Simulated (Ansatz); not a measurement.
The reference is HfS$_{2}$ in the CdI2 type structure (space group P-3m1, No. 164; a = 3.547 Å, c = 5.577 Å; layered, stacked along the Cartesian z axis). Axes: x lies along a and z along c of the hexagonal cell.

Now apply this change: tensile biaxial strain of 0.50 % in the plane normal to [001], as in epitaxy on a mismatched substrate; the out-of-plane cell vector and the atoms relax.

Method: PBEsol-D3(BJ), PAW, 420 eV (Ansatz, a quantum-chemistry and plane-wave program; spin-orbit coupling left out).

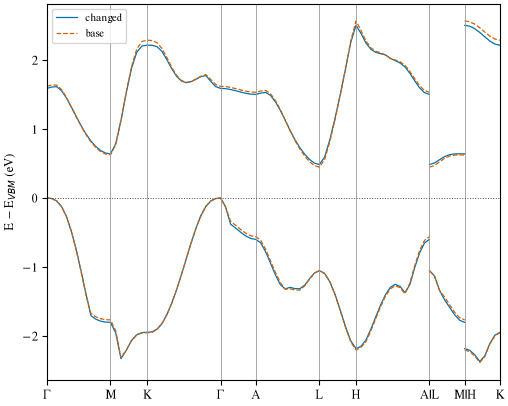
Highest valence and lowest conduction band along the path, each from its own valence-band maximum

Problem. Read the changed gap and its character from the plot.

Solution. About 0.5 eV, indirect, Γ → L.

With Hf present, leaving out spin-orbit coupling can change the band edges. No phonon test of stability was made.
